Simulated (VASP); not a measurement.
Band structure of Sn (beta). All values below come from r2SCAN meta-GGA, VASP's PBE PAW potentials (set 64) (plane waves; VASP).

Unless said otherwise, spin-orbit coupling is left out, though it shifts the bands of the heavy elements here.

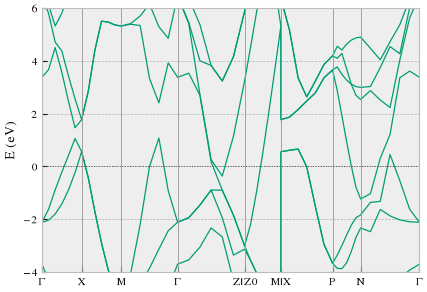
Figure: Bands along high-symmetry lines, zero at the valence-band maximum or, without a gap, the Fermi level

### Question
Read the plot: is there a gap, and where are the band edges?

### Answer
It has no gap at this level: it comes out as a metal or semimetal.

The compound is Sn in the beta structure. It was relaxed first.
